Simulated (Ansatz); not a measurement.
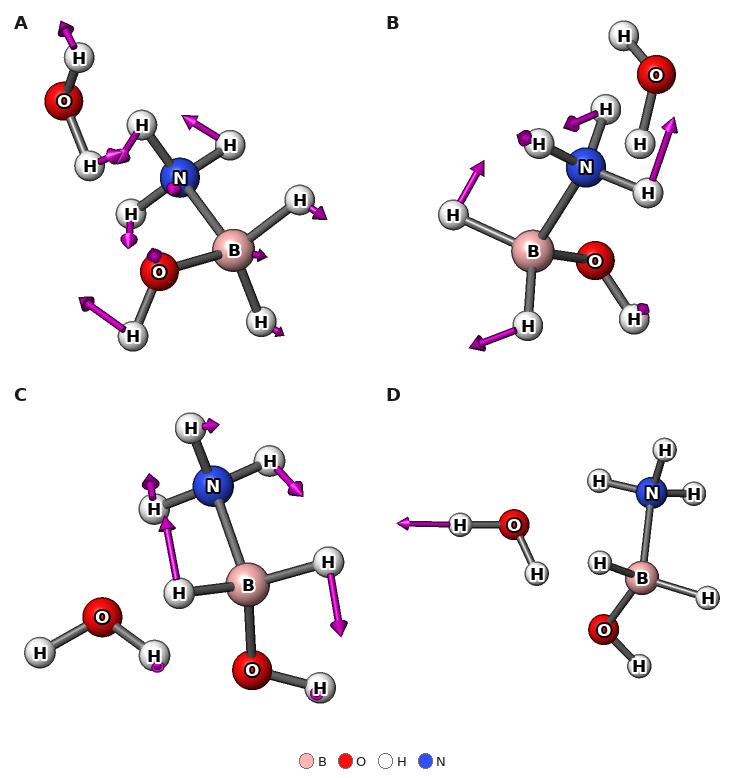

4 normal modes of one molecule or complex, as arrows. Harmonic vibrations computed with RKS PBE0-D4/def2-TZVP (Ansatz 0.2.0) at a stationary point of the same level.

Match the panels to the wavenumbers 389 cm⁻¹, 687 cm⁻¹, 1094 cm⁻¹, 3919 cm⁻¹.

Answer. A: 389 cm⁻¹
B: 687 cm⁻¹, angle bending
C: 1094 cm⁻¹, angle bending
D: 3919 cm⁻¹, O–H stretching
